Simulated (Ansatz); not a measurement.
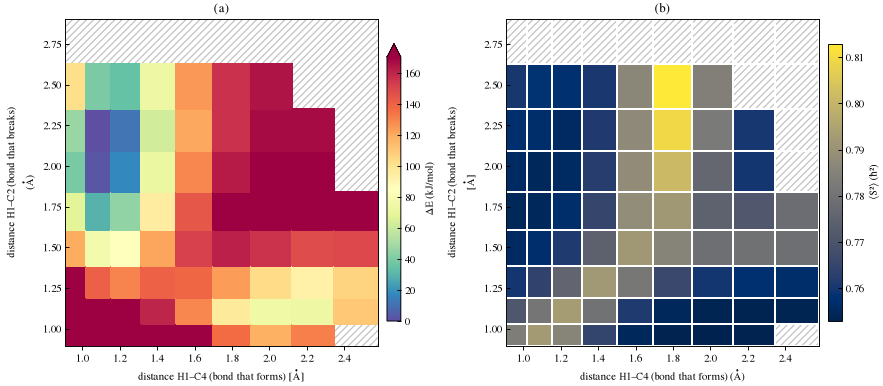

The reacting system C₃H₅O, spin multiplicity 2. Coordinates scanned: (1) distance H1–C4 (bond that forms); (2) distance H1–C2 (bond that breaks). Relaxed at each point: all other coordinates. The scan uses a 9 × 9 grid. At 14 points there is no value. Points are written as (first, second). Energies are in kJ/mol, from the lowest grid point. These are results of UKS PBE0-D4/def2-SVP (Ansatz), not measurements.

Panel (a) is the energy and panel (b) the computed ⟨S²⟩ on the same grid.

The picture shows one coloured cell a grid point, one colour for all values above the top of the scale, hatched blanks where no value was computed.

> How does the ⟨S²⟩ vary over the map, and what is it at the lowest grid point?

Leaving out the highest fifth of the energies, it runs from 0.75 ħ² at (2.010 Å, 0.963 Å) to 0.81 ħ² at (1.797 Å, 2.486 Å). At the lowest grid point, (1.074 Å, 2.219 Å), it is 0.76 ħ².
